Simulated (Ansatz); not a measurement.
# SiNH3ClO (SMILES [NH][SiH](O)Cl): UPBE/def2-SVP

Aim: the energy change on altering one bond length of SiNH3ClO at UPBE/def2-SVP, from 2 runs. 

The results are computed with Ansatz 0.2.0.

127 further runs of the same task are left out: 1 that didn't finish, 126 set aside as unsound or not needed. Runs told in other sessions of the task aren't counted.

**1. Starting point**

SiNH3ClO: 7 atoms, total charge 0, spin state doublet. SMILES: `[NH][SiH](O)Cl`. The shape is that of a PBE0-D4/def2-TZVP optimisation. This is one conformer, not always the lowest.

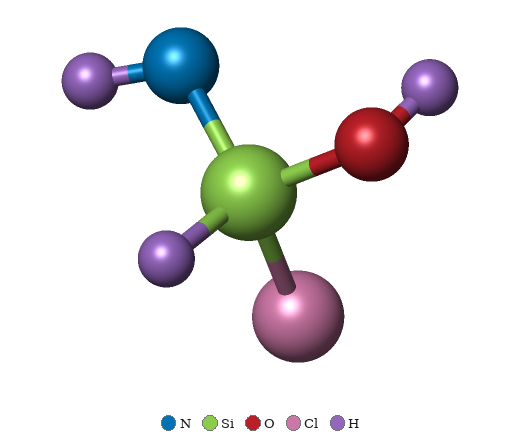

The structure, seen from a chosen angle (nitrogen blue, silicon green, oxygen red, chlorine pink, hydrogen purple).

**2. The energy at UPBE/def2-SVP**

run.yaml reads:

```yaml
crystal:
  periodic: [false, false, false]
  atoms:
    - symbol: "N"
      position_ang: [-0.309900, 1.111500, -0.879100]
    - symbol: Si
      position_ang: [-0.073900, -0.114300, 0.330400]
    - symbol: O
      position_ang: [1.465600, -0.630300, 0.304800]
    - symbol: Cl
      position_ang: [-1.390000, -1.593900, -0.221000]
    - symbol: H
      position_ang: [-1.151500, 1.677300, -0.756300]
    - symbol: H
      position_ang: [-0.348600, 0.280200, 1.724700]
    - symbol: H
      position_ang: [1.869600, -0.798400, -0.549200]
basis:
  gaussian: {orbitals: def2-SVP}
output: {orbitals: {seedname: orbitals}}
magnetization: {spin_polarized: true, initial_magnetization: 1}
hamiltonian: {xc: {name: PBE}}
accuracy: high
```

Run with:

```bash
$ ansatz run run.yaml --threads 1 --pin off --max-ram 3480MiB --events-out events.jsonl --progress --plain --runs-dir runs
```

Output:

```text
Warning: RAYON_NUM_THREADS=1 ignored (pool sized by the plan → 1); use --threads N
Functional definition: PBE
  name "PBE"
  parameter kappa = 0.804
  parameter beta = 0.06672455060314922
  exchange = pbe_x(kappa = kappa, mu = beta*pi^2/3)
  correlation = pbe_c(beta = beta)
1659 factors; integrals over basis functions are off by at most 4.1e-9 eV
mean field evaluation 1: about -23943.5614 eV, gradient 6.4e1 eV
mean field evaluation 2: about -23803.7561 eV, gradient 1.4e2 eV
mean field evaluation 4: about -23959.9271 eV, gradient 3.1e1 eV
mean field evaluation 8: about -23964.7448 eV, gradient 4.7e-1 eV
mean field evaluation 16: about -23964.7409 eV, gradient 1.1e-3 eV
mean field evaluation 32: about -23964.5484 eV, gradient 1.6e0 eV
mean field -23964.74085754 eV, -880.6879826300 hartree, gradient 4.2e-8 eV, S^2 0.752487; 3 other end points of the search recorded, 0 dependent functions left out
reference -23964.74086035 eV, -880.6879827332 hartree; 25, 24 occupied and 54, 55 virtual orbitals, 1659 factors
Total energy: -23964.74086035 eV, -880.6879827332 hartree
```

Wall time 11 s (1 thread of Arm Neoverse V1, shared host); peak memory 0.24 GiB.

**3. The distorted shape**

job.yaml reads:

```yaml
crystal:
  periodic: [false, false, false]
  atoms:
    - {symbol: N, position_ang: [0.110918, 0.828588, -0.940503]}
    - {symbol: Si, position_ang: [0.346918, -0.397212, 0.268997]}
    - {symbol: O, position_ang: [1.886418, -0.913212, 0.243397]}
    - {symbol: Cl, position_ang: [-0.969182, -1.876812, -0.282403]}
    - {symbol: H, position_ang: [-1.151500, 1.677300, -0.756300]}
    - {symbol: H, position_ang: [0.072218, -0.002712, 1.663297]}
    - {symbol: H, position_ang: [2.290418, -1.081312, -0.610603]}
basis:
  gaussian:
    orbitals: def2-SVP
magnetization:
  spin_polarized: true
  initial_magnetization: 1
hamiltonian:
  xc: {name: PBE}
accuracy: high
output: {orbitals: {seedname: orbitals}}
```

Run with:

```bash
$ ansatz run job.yaml --threads 1 --pin off --max-ram 3480MiB --events-out events.jsonl --progress --plain --runs-dir runs
```

Output (excerpt; [...] marks lines left out):

```text
Warning: RAYON_NUM_THREADS=1 ignored (pool sized by the plan → 1); use --threads N
[... 6 set-up lines as earlier in the session ...]
1660 factors; integrals over basis functions are off by at most 6.3e-9 eV
mean field evaluation 1: about -23945.6745 eV, gradient 6.0e1 eV
mean field evaluation 2: about -23825.4268 eV, gradient 1.3e2 eV
mean field evaluation 4: about -23958.1121 eV, gradient 3.0e1 eV
mean field evaluation 8: about -23962.7837 eV, gradient 6.4e-1 eV
mean field evaluation 16: about -23962.7814 eV, gradient 9.0e-4 eV
mean field evaluation 32: about -23961.8470 eV, gradient 8.0e0 eV
mean field -23962.78135298 eV, -880.6159721654 hartree, gradient 4.0e-8 eV, S^2 0.757702; 3 other end points of the search recorded, 0 dependent functions left out
reference -23962.78135600 eV, -880.6159722763 hartree; 25, 24 occupied and 54, 55 virtual orbitals, 1660 factors
Total energy: -23962.78135600 eV, -880.6159722763 hartree
```

Run time: 9.6 s. Hardware: 1 thread of Arm Neoverse V1, shared host; peak memory 0.24 GiB.

**4. Results**

Level: UPBE/def2-SVP.

| quantity | value |
| --- | --- |
| first shape: total energy | -880.68798 Eh |
| first shape: HOMO energy (highest over α and β) | -6.46 eV |
| first shape: LUMO energy (lowest over α and β) | -4.94 eV |
| first shape: ⟨S²⟩ | 0.752 |
| distorted shape: total energy | -880.61597 Eh |
| distorted shape: HOMO energy (highest over α and β) | -6.43 eV |
| distorted shape: LUMO energy (lowest over α and β) | -4.80 eV |
| distorted shape: ⟨S²⟩ | 0.758 |
| energy change with the N1–H5 bond stretched from 1.022 to 1.532 Å | 1.960 eV |

**Reading.** With the N1–H5 bond stretched from 1.022 to 1.532 Å the energy rises by 1.96 eV (189 kJ/mol). The first shape isn't relaxed at this level, so the change isn't measured from a minimum.
